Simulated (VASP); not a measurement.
# Sb2PdPt with optB88-vdW: from relaxation to properties, part 2 of 6

Wanted: the relaxed cell of Sb2PdPt and its properties. The cell is invented: it takes the structure of a Materials Project entry for Bi2PdPt (space group 164 there), with some of its atoms replaced by other elements, volume scaled by an estimate. It may not be a known or stable phase. The atoms of the start are displaced at random from the sites of a P-3m1 cell.

VASP 6.6.1; optB88-vdW; plane waves and PAW (Pt, Sb, Pd); invented cell.

Still holding for the runs below: The k-mesh is coarse for a metal.

So far. Step 2 (Rough relaxation of the start cell): It ends with a largest force of 0.034 eV/Å and a pressure of -0.06 GPa.

## (3) Full relaxation (optB88-vdW)

Properties are meant for the cell that this level of theory prefers, so cell and atoms are relaxed first (ISIF = 3) until forces and stress are small; EDIFFG sets the threshold.

INCAR

```
SYSTEM = Sb2PdPt
PREC = Accurate
ENCUT = 400
EDIFF = 1E-06
NELM = 100
ISMEAR = -1
SIGMA = 0.05
LREAL = .FALSE.
ALGO = Normal
GGA = BO
AGGAC = 0
LUSE_VDW = .TRUE.
PARAM1 = 0.1833333333
PARAM2 = 0.22
LASPH = .TRUE.
NBANDS = 21
LORBIT = 11
LWAVE = .FALSE.
LCHARG = .FALSE.
KPAR = 2
IBRION = 2
NSW = 60
ISIF = 3
EDIFFG = -0.01
```

POSCAR

```
Sb2PdPt
1.0
    3.6455762300     -2.1060475700      0.0000000000
    3.6455762300      2.1060475700      0.0000000000
   -0.0015116400      0.0000000000      5.5615610200
Pt Sb Pd
1 2 1
Direct
    0.9998230400      0.9998230400      0.0002749690
    0.6648792400      0.6648792400      0.7559735870
    0.3318830450      0.3318830450      0.2449955980
    0.9961941780      0.9961941780      0.5006118450
```

KPOINTS

```
Automatic mesh
0
Gamma
6 6 4
0 0 0
```

PAW data sets: Pt, Sb and Pd (PBE family, release 64).

The cell reached was symmetrised within 0.01 Å before this step, which raises the operations from 1 to 2, which the run then keeps.

Started as:

```bash
> mpirun -np 2 vasp_std
```

What it wrote:

```text
[banner, memory and clock lines left out]
running    2 mpi-ranks, on    1 nodes
 distrk:  each k-point on    1 cores,    2 groups
 distr:  one band on    1 cores,    1 groups

 POSCAR found type information on POSCAR PtSbPd
 POSCAR found :  3 types and       4 ions
 [... a notice as in an earlier step ...]

 [... a notice as in an earlier step ...]

 LDA part: xc-table for (Slater+PW92), standard interpolation
 POSCAR, INCAR and KPOINTS ok, starting setup
 FFT: planning ... GRIDC
 FFT: planning ... GRID_SOFT
 FFT: planning ... GRID
 WAVECAR not read
 entering main loop
       N       E                     dE             d eps       ncg     rms          rms(c)
DAV:   1     0.151428879459E+03    0.15143E+03   -0.10782E+04  2006   0.997E+02
DAV:   2    -0.558028659775E+01   -0.15701E+03   -0.14791E+03  2282   0.220E+02
DAV:   3    -0.119184414911E+02   -0.63382E+01   -0.61641E+01  2333   0.465E+01
DAV:   4    -0.119993265832E+02   -0.80885E-01   -0.80790E-01  2189   0.574E+00
DAV:   5    -0.120006609956E+02   -0.13344E-02   -0.13341E-02  2362   0.779E-01    0.971E+00
DAV:   6    -0.117339675564E+02    0.26669E+00   -0.13929E+00  2127   0.110E+01    0.525E+00
DAV:   7    -0.116605531424E+02    0.73414E-01   -0.42504E-01  2085   0.829E+00    0.309E+00
DAV:   8    -0.116278540178E+02    0.32699E-01   -0.15814E-01  2130   0.498E+00    0.890E-01
DAV:   9    -0.116224365958E+02    0.54174E-02   -0.35180E-02  2189   0.204E+00    0.255E-01
DAV:  10    -0.116224067201E+02    0.29876E-04   -0.14182E-03  2264   0.296E-01    0.171E-01
DAV:  11    -0.116224406151E+02   -0.33895E-04   -0.66163E-04  2119   0.192E-01    0.330E-02
DAV:  12    -0.116224297990E+02    0.10816E-04   -0.51905E-05  2329   0.838E-02    0.903E-03
DAV:  13    -0.116224318448E+02   -0.20459E-05   -0.57784E-06  2119   0.189E-02    0.428E-03
DAV:  14    -0.116224315526E+02    0.29221E-06   -0.51748E-07  1492   0.741E-03
   1 F= -.11622432E+02 E0= -.11614861E+02  d E =-.116224E+02
 curvature:   0.00 expect dE= 0.000E+00 dE for cont linesearch  0.000E+00
 trial: gam= 0.00000 g(F)=  0.365E-03 g(S)=  0.210E-01 ort = 0.000E+00 (trialstep = 0.100E+01)
 search vector abs. value=  0.214E-01
 bond charge predicted
       N       E                     dE             d eps       ncg     rms          rms(c)
DAV:   1    -0.116738524218E+02   -0.51421E-01   -0.19983E+00  2019   0.945E+00    0.109E+00
DAV:   2    -0.116442262837E+02    0.29626E-01   -0.50420E-02  2164   0.187E+00    0.513E-01
DAV:   3    -0.116365364350E+02    0.76898E-02   -0.10451E-02  2177   0.758E-01    0.212E-01
DAV:   4    -0.116355289160E+02    0.10075E-02   -0.41329E-03  2204   0.512E-01    0.101E-01
DAV:   5    -0.116355270071E+02    0.19088E-05   -0.29468E-04  2229   0.187E-01    0.627E-02
DAV:   6    -0.116355227296E+02    0.42775E-05   -0.53447E-05  2213   0.898E-02    0.160E-02
DAV:   7    -0.116355224227E+02    0.30693E-06   -0.82746E-06  2237   0.269E-02
   2 F= -.11635522E+02 E0= -.11628378E+02  d E =-.130909E-01
[... from here on, the cycles between the ionic steps are left out ...]
   3 F= -.11636838E+02 E0= -.11630027E+02  d E =-.144068E-01
   4 F= -.11638099E+02 E0= -.11633345E+02  d E =-.126035E-02
   5 F= -.11640578E+02 E0= -.11634878E+02  d E =-.373980E-02
   6 F= -.11640577E+02 E0= -.11634849E+02  d E =-.373837E-02
   7 F= -.11640632E+02 E0= -.11634918E+02  d E =-.548924E-04
   8 F= -.11640714E+02 E0= -.11635049E+02  d E =-.137300E-03
   9 F= -.11640749E+02 E0= -.11635109E+02  d E =-.345614E-04
  10 F= -.11640762E+02 E0= -.11635148E+02  d E =-.476677E-04
 curvature:  -1.18 expect dE=-0.948E-04 dE for cont linesearch -0.160E-06
 trial: gam= 1.08430 g(F)=  0.218E-04 g(S)=  0.584E-04 ort = 0.497E-05 (trialstep = 0.403E+00)
 search vector abs. value=  0.306E-03
 bond charge predicted
       N       E                     dE             d eps       ncg     rms          rms(c)
DAV:   1    -0.116407869322E+02   -0.25071E-04   -0.13352E-02  1974   0.603E-01    0.270E-02
DAV:   2    -0.116407926901E+02   -0.57578E-05   -0.24841E-04  2284   0.120E-01    0.140E-02
DAV:   3    -0.116407900160E+02    0.26741E-05   -0.18093E-05  2184   0.406E-02    0.689E-03
DAV:   4    -0.116407893769E+02    0.63911E-06   -0.12368E-06  1240   0.114E-02
  11 F= -.11640789E+02 E0= -.11635164E+02  d E =-.276666E-04
 trial-energy change:   -0.000028  1 .order   -0.000028   -0.000034   -0.000022
 step:   1.1103(harm=  1.1103)  dis= 0.00301  next Energy=   -11.640809 (dE=-0.475E-04)
 reached required accuracy - stopping structural energy minimisation
```

It took 3.8 min on 2 MPI ranks of Intel Xeon 6975P-C (Granite Rapids), shared host; peak memory 0.79 GiB.

Parts of OUTCAR (step 3):

```text
  LATTYP: Found a base centered monoclinic cell.
 ALAT       =     7.2911524600
 B/A-ratio  =     0.5776995013
 C/A-ratio  =     0.7627821879
 COS(beta)  =    -0.0002718014

 Subroutine GETGRP returns: Found  2 space group operations
 (whereof  2 operations were pure point group operations)

The static configuration has the point symmetry C_1h.

 Found     47 irreducible k-points:

   k-points           NKPTS =     47   k-points in BZ     NKDIM =     47   number of bands    NBANDS=     21

   dimension x,y,z NGX =    28 NGY =   28 NGZ =   36
   dimension x,y,z NGXF=    56 NGYF=   56 NGZF=   72

   ENCUT  =  400.0 eV  29.40 Ry    5.42 a.u.   6.87  6.87  9.07*2*pi/ulx,y,z

   NELECT =      30.0000    total number of electrons

 E-fermi :   8.9380

 k-point     1 :       0.0000    0.0000    0.0000
  band No.  band energies     occupation
    ...
      8       5.1438      2.00000
      9       5.7234      2.00000
     10       5.7234      2.00000
     11       6.7577      2.00000
     12       6.7577      2.00000
     13       9.0190      0.33062
     14       9.2861      0.00189
     15       9.2862      0.00189
     16      11.1886      0.00000
     17      12.0096      0.00000
    ...

 k-point     2 :       0.1667    0.0000    0.0000
  band No.  band energies     occupation
    ...
     11       6.7111      2.00000
     12       6.7589      2.00000
     13       7.6708      2.00000
     14       8.7386      1.96361
     15       8.9000      1.36266
     16      10.5255      0.00000
     17      11.4087      0.00000
     18      12.1743      0.00000
     19      13.2205      0.00000
     20      14.1007      0.00000
    ...

Total vdW correction in eV:      5.6698210

  Total        0.0395278      0.0349086      0.0255558      0.0000000      0.0000000      0.0001564
  in kB        0.7418982      0.6552008      0.4796571      0.0000000      0.0000000      0.0029357
  external PRESSURE =       0.6255854 kB  Pullay stress =       0.0000000 kB

  energy-cutoff  :      400.00
  volume of cell :       85.36
      direct lattice vectors                 reciprocal lattice vectors
     3.600034510 -2.078484763  0.000509766     0.138887555 -0.240559858  0.000017054
     3.600034510  2.078484763  0.000509766     0.138887555  0.240559858  0.000017054
    -0.000700405  0.000000000  5.704073901    -0.000024824  0.000000000  0.175313294

 POSITION                                       TOTAL-FORCE (eV/Angst)
 -----------------------------------------------------------------------------------
      7.18925      0.00000      0.00331        -0.005177      0.000000      0.005652
      4.78679      0.00000      4.30682        -0.000472      0.000000      0.003340
      2.38702      0.00000      1.40355         0.000203      0.000000     -0.003651
      7.18411      0.00000      2.85607         0.005446      0.000000     -0.005341
 -----------------------------------------------------------------------------------
    total drift:                               -0.000210     -0.000000      0.000056

  FREE ENERGIE OF THE ION-ELECTRON SYSTEM (eV)
  ---------------------------------------------------
  free  energy   TOTEN  =       -11.6407893769 eV

  energy  without entropy=      -11.6295383871  energy(sigma->0) =      -11.63516388

Total vdW correction in eV:      5.6697962

 total charge
# of ion       s       p       d       tot
------------------------------------------
    1        0.669   0.515   8.177   9.362
    2        1.172   1.148   0.061   2.381
    3        1.172   1.148   0.061   2.381
    4        0.437   0.446   8.627   9.510
--------------------------------------------------
tot          3.451   3.258  16.925  23.634

[... 1 part as in an earlier step ...]

[... 7 further parts left out ...]
```

The run keeps the 2 symmetry operations of its start, so it cannot find a distortion of lower symmetry.

The steps of the relaxation:

```tsv
step	energy less that of the first step (eV)	largest force (eV/Å)	pressure (GPa)	volume (Å³)
1	0.0000	0.0524	0.35	85.40
2	-0.0131	0.0269	-0.58	85.97
3	-0.0144	0.0259	-1.06	86.27
4	-0.0157	0.0261	0.96	84.70
5	-0.0181	0.0262	0.04	85.39
6	-0.0181	0.0264	0.01	85.41
7	-0.0182	0.0229	-0.01	85.42
8	-0.0183	0.0223	-0.05	85.43
9	-0.0183	0.0186	0.02	85.39
10	-0.0183	0.0147	0.07	85.35
11	-0.0184	0.0077	0.06	85.36
```

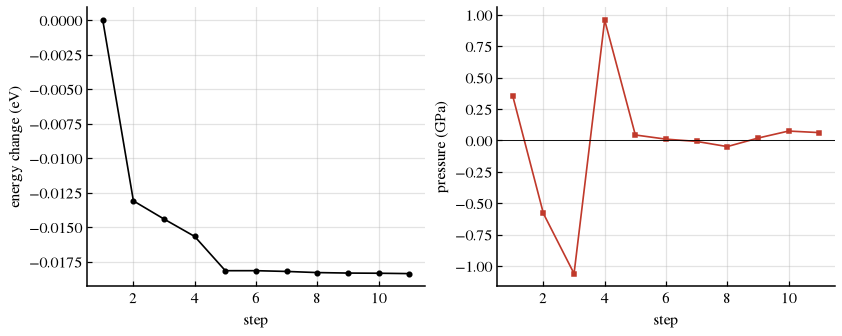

Energy and pressure along the relaxation.

```tsv
cell as run	before	after	change
a (Å)	4.210	4.157	-1.3 %
b (Å)	4.210	4.157	-1.3 %
c (Å)	5.562	5.704	+2.6 %
α (°)	90.01	90.00	-0.0 %
β (°)	90.01	90.00	-0.0 %
γ (°)	60.03	60.00	-0.0 %
volume (Å³/atom)	21.35	21.34	-0.0 %
```

The atoms that moved most (Å, as changes of fractional coordinates times the final cell):

```tsv
atom	dx	dy	dz	length
Pd4	0.012	0.000	0.000	0.012
Pt1	-0.010	0.000	0.001	0.010
Sb3	-0.002	0.000	0.006	0.006
Sb2	0.000	0.000	-0.006	0.006
```

Final coordinates:

```cif
data_structure
_symmetry_space_group_name_H-M 'P 1'
_symmetry_Int_Tables_number 1
_cell_length_a 4.1570
_cell_length_b 4.1570
_cell_length_c 5.7041
_cell_angle_alpha 89.999
_cell_angle_beta 89.999
_cell_angle_gamma 60.000
_cell_volume 85.36
loop_
_atom_site_label
_atom_site_type_symbol
_atom_site_fract_x
_atom_site_fract_y
_atom_site_fract_z
_atom_site_occupancy
Pt1 Pt 0.99850 0.99850 0.00040 1
Sb2 Sb 0.66490 0.66490 0.75492 1
Sb3 Sb 0.33155 0.33155 0.24600 1
Pd4 Pd 0.99783 0.99783 0.50053 1
```

Numbers from this step:

* irreducible k-points: 47
* symmetry operations: 2
* free energy (TOTEN): -11.64 eV
* energy at zero smearing: -11.64 eV
* Fermi energy: 8.938 eV
* pressure: 0.06256 GPa
* SCF cycles over all ionic steps: 71

It ends with a largest force of 0.008 eV/Å and a pressure of 0.06 GPa.

## (4) Single point with fields (optB88-vdW)

The relaxed cell gets a fresh self-consistent run, on a basis set for its own volume, to fix the density and to check the remaining stress.

INCAR, as its differences from that of step 3:

```diff
@@ -18,7 +18,5 @@
 LWAVE = .FALSE.
-LCHARG = .FALSE.
-KPAR = 2
-IBRION = 2
-NSW = 60
-ISIF = 3
-EDIFFG = -0.01
+LCHARG = .TRUE.
+ISIF = 2
+LELF = .TRUE.
+LVHAR = .TRUE.
```

POSCAR

```
Sb2PdPt
1.0
    4.1569666400      0.0000000000      0.0000000000
   -2.0784833200      3.6000387100      0.0000000000
    0.0000000000      0.0000000000      5.7040739400
Pt Sb Pd
1 2 1
Direct
    0.0000000000      0.0000000000      0.0000000000
    0.3333333330      0.6666666670      0.7545235140
    0.6666666670      0.3333333330      0.2454764860
    0.0000000000      0.0000000000      0.5000000000
```

KPOINTS is that of step 3.

The cell reached was symmetrised within 0.01 Å before this step, which raises the operations from 2 to 12, which the run then keeps.

Started as:

```bash
> mpirun -np 2 vasp_std
```

What it wrote:

```text
[banner, memory and clock lines left out]
running    2 mpi-ranks, on    1 nodes
 distrk:  each k-point on    2 cores,    1 groups
 distr:  one band on    1 cores,    2 groups

 POSCAR found type information on POSCAR PtSbPd
 POSCAR found :  3 types and       4 ions
 [... a notice as in an earlier step ...]

 [... a notice as in an earlier step ...]

 LDA part: xc-table for (Slater+PW92), standard interpolation
|                                                                             |
|           W    W    AA    RRRRR   N    N  II  N    N   GGGG   !!!           |
|           W    W   A  A   R    R  NN   N  II  NN   N  G    G  !!!           |
|           W    W  A    A  R    R  N N  N  II  N N  N  G       !!!           |
|           W WW W  AAAAAA  RRRRR   N  N N  II  N  N N  G  GGG   !            |
|           WW  WW  A    A  R   R   N   NN  II  N   NN  G    G                |
|           W    W  A    A  R    R  N    N  II  N    N   GGGG   !!!           |
|                                                                             |
|     The number of bands has been changed from the values supplied in        |
|     The orbitals not found in the WAVECAR file will be initialized with     |
|     random numbers, which is usually adequate. For correlated               |
|     calculations, however, you should redo the groundstate calculation.     |
|     I found NBANDS = 21. Now, NBANDS = 22.                                  |
|                                                                             |

 POSCAR, INCAR and KPOINTS ok, starting setup
 FFT: planning ... GRIDC
 FFT: planning ... GRID_SOFT
 FFT: planning ... GRID
 WAVECAR not read
 entering main loop
       N       E                     dE             d eps       ncg     rms          rms(c)
DAV:   1     0.152553742044E+03    0.15255E+03   -0.10917E+04  1088   0.961E+02
DAV:   2    -0.616959301856E+01   -0.15872E+03   -0.14878E+03  1222   0.214E+02
DAV:   3    -0.119444535503E+02   -0.57749E+01   -0.56824E+01  1280   0.439E+01
DAV:   4    -0.120080740626E+02   -0.63621E-01   -0.63586E-01  1146   0.506E+00
DAV:   5    -0.120091471498E+02   -0.10731E-02   -0.10730E-02  1274   0.696E-01    0.954E+00
DAV:   6    -0.117504779841E+02    0.25867E+00   -0.13131E+00  1134   0.105E+01    0.515E+00
DAV:   7    -0.116753011052E+02    0.75177E-01   -0.37057E-01  1116   0.755E+00    0.303E+00
DAV:   8    -0.116468286488E+02    0.28472E-01   -0.13443E-01  1128   0.444E+00    0.830E-01
DAV:   9    -0.116411795235E+02    0.56491E-02   -0.32718E-02  1152   0.196E+00    0.259E-01
DAV:  10    -0.116411525676E+02    0.26956E-04   -0.13743E-03  1182   0.300E-01    0.174E-01
DAV:  11    -0.116411956034E+02   -0.43036E-04   -0.64411E-04  1128   0.184E-01    0.317E-02
DAV:  12    -0.116411859652E+02    0.96382E-05   -0.43887E-05  1236   0.747E-02    0.916E-03
DAV:  13    -0.116411877284E+02   -0.17632E-05   -0.53468E-06  1158   0.168E-02    0.413E-03
DAV:  14    -0.116411874641E+02    0.26430E-06   -0.46182E-07   786   0.651E-03
   1 F= -.11641187E+02 E0= -.11635563E+02  d E =-.112496E-01
```

Elapsed: 21 s, on 2 MPI ranks; peak memory 0.58 GiB.

From OUTCAR (step 4):

```text
  LATTYP: Found a hexagonal cell.
 ALAT       =     4.1569666400
 C/A-ratio  =     1.3721721712

 Subroutine GETGRP returns: Found 12 space group operations
 (whereof 12 operations were pure point group operations)

The static configuration has the point symmetry D_3d.

 Found     24 irreducible k-points:

   k-points           NKPTS =     24   k-points in BZ     NKDIM =     24   number of bands    NBANDS=     22

   dimension x,y,z NGX =    28 NGY =   28 NGZ =   40
   dimension x,y,z NGXF=    56 NGYF=   56 NGZF=   80

   ENCUT  =  400.0 eV  29.40 Ry    5.42 a.u.   6.78  6.78  9.30*2*pi/ulx,y,z

   NELECT =      30.0000    total number of electrons

 E-fermi :   8.9380

 k-point     1 :       0.0000    0.0000    0.0000
  band No.  band energies     occupation
    ...
      8       5.1435      2.00000
      9       5.7237      2.00000
     10       5.7237      2.00000
     11       6.7579      2.00000
     12       6.7579      2.00000
     13       9.0193      0.32877
     14       9.2861      0.00190
     15       9.2861      0.00190
     16      11.1882      0.00000
     17      12.0101      0.00000
    ...

 k-point     2 :       0.1667   -0.0000    0.0000
  band No.  band energies     occupation
    ...
     11       6.7112      2.00000
     12       6.7591      2.00000
     13       7.6706      2.00000
     14       8.7389      1.96343
     15       8.8998      1.36483
     16      10.5258      0.00000
     17      11.4085      0.00000
     18      12.1745      0.00000
     19      13.2203      0.00000
     20      14.1011      0.00000
    ...

Total vdW correction in eV:      5.6698222

  Total        0.0305047      0.0305047      0.0470186      0.0000000     -0.0000000      0.0000000
  in kB        0.5725442      0.5725442      0.8824934      0.0000000     -0.0000000      0.0000000
  external PRESSURE =       0.6758606 kB  Pullay stress =       0.0000000 kB

  energy-cutoff  :      400.00
  volume of cell :       85.36
      direct lattice vectors                 reciprocal lattice vectors
     4.156966640  0.000000000  0.000000000     0.240560025  0.138887395  0.000000000
    -2.078483320  3.600038710  0.000000000     0.000000000  0.277774791  0.000000000
     0.000000000  0.000000000  5.704073940     0.000000000  0.000000000  0.175313295

 POSITION                                       TOTAL-FORCE (eV/Angst)
 -----------------------------------------------------------------------------------
      0.00000      0.00000      0.00000        -0.000000      0.000000     -0.000000
     -0.00000      2.40003      4.30386        -0.000000      0.000000      0.000527
      2.07848      1.20001      1.40022         0.000000     -0.000000     -0.000527
      0.00000      0.00000      2.85204        -0.000000      0.000000     -0.000000
 -----------------------------------------------------------------------------------
    total drift:                                0.000000     -0.000000     -0.000000

  FREE ENERGIE OF THE ION-ELECTRON SYSTEM (eV)
  ---------------------------------------------------
  free  energy   TOTEN  =       -11.6411874641 eV

  energy  without entropy=      -11.6299378830  energy(sigma->0) =      -11.63556267

Total vdW correction in eV:      5.6697879

 total charge
# of ion       s       p       d       tot
------------------------------------------
    1        0.669   0.516   8.177   9.362
    2        1.172   1.148   0.061   2.381
    3        1.172   1.148   0.061   2.381
    4        0.437   0.446   8.627   9.510
--------------------------------------------------
tot          3.451   3.258  16.925  23.635

[... 7 further parts left out ...]
```

Numbers from this step:

* SCF cycles: 14
* bands: 22
* irreducible k-points: 24
* symmetry operations: 12
* pressure: 0.06759 GPa

Valence electrons inside each PAW sphere by angular momentum. Sphere charges, by row:

```tsv
atom	s (e)	p (e)	d (e)	tot (e)
Pt1	0.669	0.516	8.177	9.362
Sb2	1.172	1.148	0.061	2.381
Sb3	1.172	1.148	0.061	2.381
Pd4	0.437	0.446	8.627	9.51
```

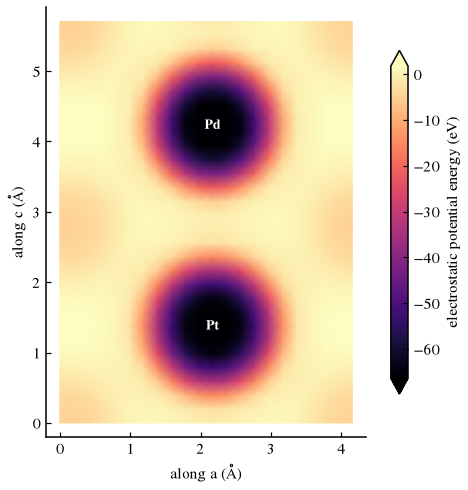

Electrostatic potential energy in the ac plane at fractional y = 0.000, with atoms of Pt and Pd within 0.2 Å of it. With pseudopotentials it is smooth inside the atoms' cores, unlike the true potential. The map starts off the cell's origin, so that atoms lie inside it.

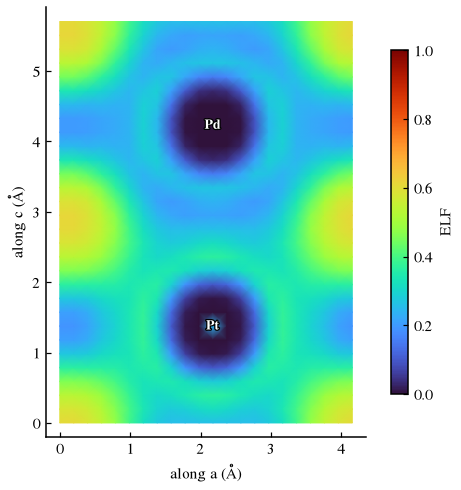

ELF in the ac plane at fractional y = 0.000, with atoms of Pt and Pd within 0.2 Å of it. It is the smooth field of the valence electrons, not physical close to the nuclei. The map starts off the cell's origin, so that atoms lie inside it.

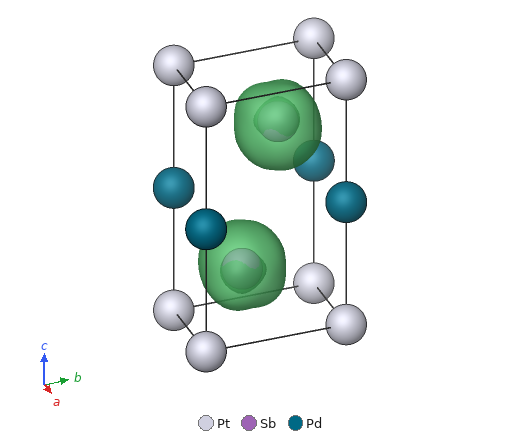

Surface of ELF = 0.74.

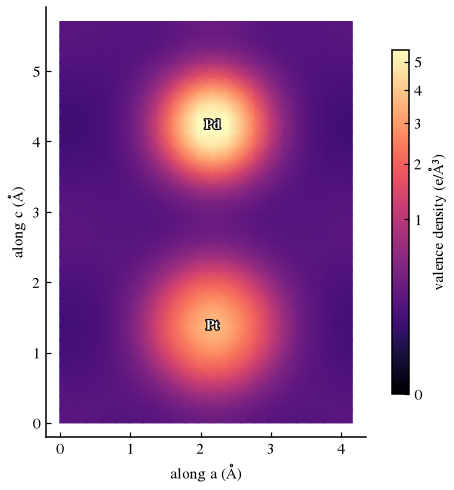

Valence density in the ac plane at fractional y = 0.000, with atoms of Pt and Pd within 0.2 Å of it. It is the smooth field of the valence electrons, not physical close to the nuclei. The map starts off the cell's origin, so that atoms lie inside it. The colour scale is stretched toward low values.

The pressure is 0.07 GPa and the largest force 0.001 eV/Å.

[end of part 2 of 6]

[Lines on the potential files, build, host, timing and source positions are cut from VASP's logs without a mark.]

[Logs are printed without paths, hosts, clocks, repeated set-up lines and the standing remarks that a program may print on its own settings, such as how far it seeks lower states.]

[Hosts, paths, dates, database ids (printed as entryN), source tags and the programs' standing remarks are cut or masked in the printed files.]

[A measured line is paired with the nearest computed mode of its activity, which favours agreement.]

[In band tables of VASP the shares of atoms and orbitals are scaled to a sum of 1 inside the atoms' spheres.]
